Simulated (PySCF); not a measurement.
```xyz
14

F     2.2559    1.6227    0.3220
C     1.1656    0.9173    0.0030
C    -0.0438    1.3865   -0.3011
F    -0.4068    2.6657   -0.4003
C    -1.0274    0.2971   -0.4867
C    -1.2547   -0.5432    0.7459
C    -0.2413   -0.9727   -0.2639
C     1.2043   -0.5898    0.0058
F     2.0184   -1.0721   -1.0000
H    -1.8041    0.4157   -1.2250
H    -2.1737   -1.1061    0.8011
H    -0.9117   -0.1612    1.6955
H    -0.3945   -1.8605   -0.8567
H     1.6129   -0.9998    0.9382
```

Geometry: GFN2-xTB.

All numbers below come from wB97X-D/def2-SVPD, SCF density, gas phase (PySCF).

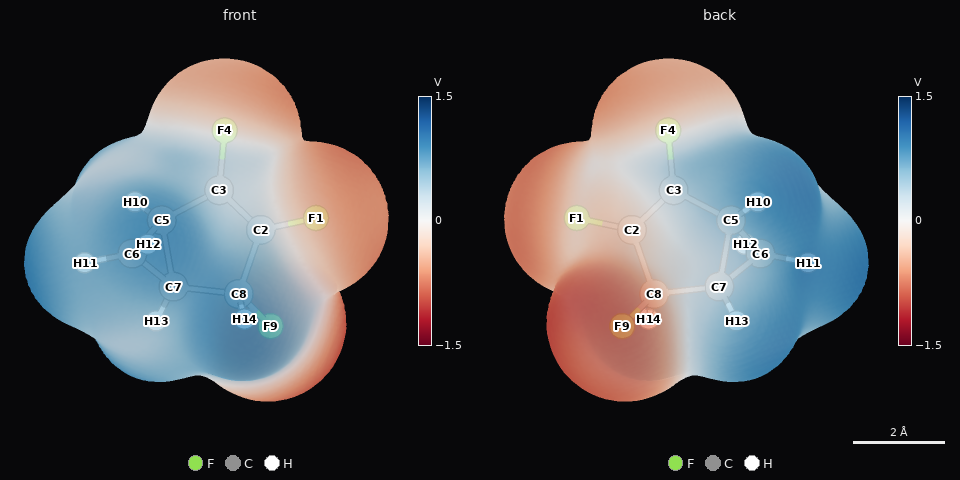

C6H5F3. The molecular electrostatic potential painted on the density surface at 0.001 e/bohr³, seen from the front and from behind; the colour scale runs from red (negative) to blue (positive).

Question: Where is the surface potential most negative and most positive?

Answer: The most negative region (about −1.0 V) lies over F9, the most positive (about +1.0 V) over the C and H atoms.

Question: How polar is the molecule by this calculation?

Answer: Its dipole moment is 3.49 D.
